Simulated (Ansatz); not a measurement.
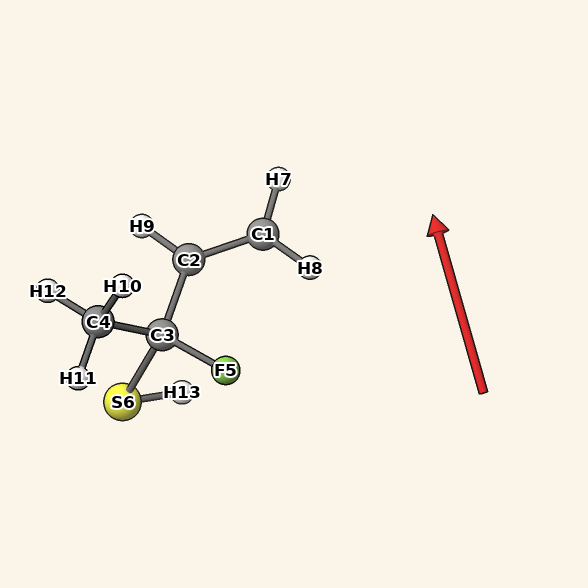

The arrow beside the molecule shows the direction of the dipole moment, from the negative to the positive end (its length means nothing). The geometry was computed by an optimisation with PBE0-D4/def2-TZVP. No frequency run is at hand to confirm it as a minimum. Properties computed with RKS ωB97M-V/def2-TZVPP (Ansatz 0.2.0).

Estimate the dipole moment.

1.64 D; it points from the side of F5 to the side of H7, H9 (the outermost atoms at the two ends).
